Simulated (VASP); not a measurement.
Band structure of YN (rock salt). Level of theory: PW91 GGA, VASP's PBE PAW potentials (set 64) (plane waves; VASP).

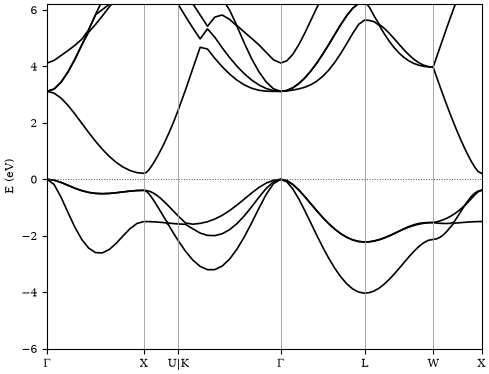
Bands along high-symmetry lines, zero at the valence-band maximum or, without a gap, the Fermi level

Q: Read the plot: is there a gap, and where are the band edges?

A: The gap is indirect, 0.21 eV, from the valence maximum at Γ to the conduction minimum at X. (Edges off the drawn lines would not show.)

The compound is YN in the rock salt structure. It was relaxed first.
